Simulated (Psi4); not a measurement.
# BH2F (SMILES BF): PBE/STO-3G (sweep point 1)

What is the vertical ionisation energy of BH2F at PBE/STO-3G (sweep point 1)? 

The results are computed with Psi4 1.11.

## Step 1: The structure to begin with

The species is BH2F (4 atoms), meant as a singlet with charge 0. As SMILES, `BF`. The shape is that of a PBE0-D4/def2-TZVP optimisation.

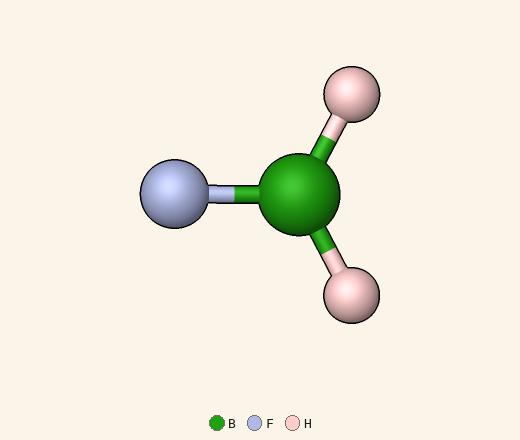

Viewed from a chosen angle; boron green, fluorine light blue, hydrogen pink.

## Step 2: A single-point energy at PBE/STO-3G (sweep point 1)

File bfh2.in:

```
memory 1600 MB

molecule geom {
  B     -0.027300    -0.004000    -0.030800
  F      1.061200    -0.296700     0.649900
  H     -1.012500    -0.649100     0.186200
  H      0.034200     0.889600    -0.825600
  symmetry c1
}

set basis STO-3G
set puream true
set scf_type pk
set dft_radial_points 99
set dft_spherical_points 590

e, wfn = energy("pbe", return_wfn=True)
```

Command:

```
psi4 -i bfh2.in -o bfh2.out -n 1
```

bfh2.out (excerpt; [...] marks lines left out):

```text
[...]
  Running in c1 symmetry.
[...]
  Nuclear repulsion =   27.175758468175218
[...]
  Multiplicity = 1
[...]
  Nalpha       = 8
  Nbeta        = 8
[...]
    Number of basis functions: 12
[...]
   @RKS iter   1:  -124.00393871000756   -7.84991e-01   1.06338e-02 DIIS/ADIIS
[...]
   @RKS iter   6:  -124.01651557352986   -1.35973e-08   1.77014e-07 DIIS
[...]
    Orbital Energies [Eh]
    ---------------------
    Doubly Occupied:
       1A    -24.055440     2A     -6.334276     3A     -1.050670
       4A     -0.398284     5A     -0.316565     6A     -0.301771
       7A     -0.277123     8A     -0.165723
[...]
  @RKS Final Energy:  -124.01651557352986
   => Energetics <=
    Nuclear Repulsion Energy =             27.1757584681752178
    One-Electron Energy =                -225.7344499413502490
    Two-Electron Energy =                  89.7435589119550343
    DFT Exchange-Correlation Energy =     -15.2013830123098632
    Empirical Dispersion Energy =           0.0000000000000000
    VV10 Nonlocal Energy =                  0.0000000000000000
    Total Energy =                       -124.0165155735298583
[...]
 Multipole Moments:
 ------------------------------------------------------------------------------------
     Multipole            Electronic (a.u.)      Nuclear  (a.u.)        Total (a.u.)
 ------------------------------------------------------------------------------------
 L = 1.  Multiply by 2.5417464519 to convert [e a0] to [Debye]
 Dipole X            :          2.0578920           -1.8791707            0.1787214
 Dipole Y            :         -0.5535336            0.5054210           -0.0481126
 Dipole Z            :          1.2871292           -1.1752995            0.1118296
 Magnitude           :                                                    0.2162453
[...]
```

Run time: 1.8 s. Hardware: 1 thread of AMD EPYC 9R45 (Zen 5), shared host; peak memory 0.28 GiB.

## Step 3: The doublet cation at the same level

File bfh2.inp:

```
memory 1.6 GB

molecule system {
  1 2
  B     -0.027300    -0.004000    -0.030800
  F      1.061200    -0.296700     0.649900
  H     -1.012500    -0.649100     0.186200
  H      0.034200     0.889600    -0.825600
  symmetry c1
}

set {
  reference uks
  puream true
  scf_type pk
  dft_radial_points 99
  dft_spherical_points 590
  maxiter 150
}

e, wfn = energy('pbe/STO-3G', return_wfn=True)
```

Command:

```
psi4 bfh2.inp bfh2.out -n 1
```

bfh2.out (excerpt; [...] marks lines left out):

```text
[...]
  Running in c1 symmetry.
[...]
  Nuclear repulsion =   27.175758468175218
[...]
  Multiplicity = 2
[...]
  Nalpha       = 8
  Nbeta        = 7
[...]
    Number of basis functions: 12
[...]
   @UKS iter   1:  -123.49617026212607   -2.77223e-01   3.76173e-02 DIIS/ADIIS
[...]
   @UKS iter   9:  -123.64542658448045   -7.48457e-10   4.30228e-07 DIIS
[...]
   @S^2 Observed:                7.523594678E-01
[...]
    Orbital Energies [Eh]
    ---------------------
    Alpha Occupied:
       1A    -24.616981     2A     -6.800270     3A     -1.515692
       4A     -0.820995     5A     -0.771111     6A     -0.725643
       7A     -0.712077     8A     -0.624861
    Alpha Virtual:
       9A     -0.353882    10A     -0.050665    11A      0.011357
      12A      0.082489
    Beta Occupied:
       1A    -24.608857     2A     -6.800238     3A     -1.488515
[...]
  @UKS Final Energy:  -123.64542658448045
   => Energetics <=
    Nuclear Repulsion Energy =             27.1757584681752178
    One-Electron Energy =                -218.7799900313099215
    Two-Electron Energy =                  82.5870163189064499
    DFT Exchange-Correlation Energy =     -14.6282113402521965
    Empirical Dispersion Energy =           0.0000000000000000
    VV10 Nonlocal Energy =                  0.0000000000000000
    Total Energy =                       -123.6454265844804468
[...]
 Multipole Moments:
 ------------------------------------------------------------------------------------
     Multipole            Electronic (a.u.)      Nuclear  (a.u.)        Total (a.u.)
 ------------------------------------------------------------------------------------
 L = 1.  Multiply by 2.5417464519 to convert [e a0] to [Debye]
 Dipole X            :          1.0660394           -1.8791707           -0.8131313
 Dipole Y            :         -0.2866867            0.5054210            0.2187343
 Dipole Z            :          0.6667286           -1.1752995           -0.5085709
 Magnitude           :                                                    0.9837030
[...]
```

Run time: 2.8 s. Hardware: 1 thread of AMD EPYC 9R45 (Zen 5), shared host; peak memory 0.29 GiB.

## Step 4: Summary of results

Level: PBE/STO-3G (sweep point 1).

| quantity | value |
| --- | --- |
| singlet BH2F: total energy | -124.01652 Eh |
| singlet BH2F: dipole moment | 0.55 D |
| singlet BH2F: HOMO energy | -4.51 eV |
| singlet BH2F: LUMO energy | 1.18 eV |
| singlet BH2F: HOMO–LUMO gap | 5.69 eV |
| doublet cation: total energy | -123.64543 Eh |
| doublet cation: HOMO energy (highest over α and β) | -17.00 eV |
| doublet cation: LUMO energy (lowest over α and β) | -15.49 eV |
| doublet cation: ⟨S²⟩ | 0.752 |
| vertical ionisation energy (to the doublet cation) | 10.098 eV |

In words: Removing an electron at fixed nuclei costs 10.10 eV (974 kJ/mol). −ε(HOMO) before ionisation, 4.51 eV, is 5.59 eV below this ionisation energy. In a minimal basis such a difference can be off by several eV, whatever the method.
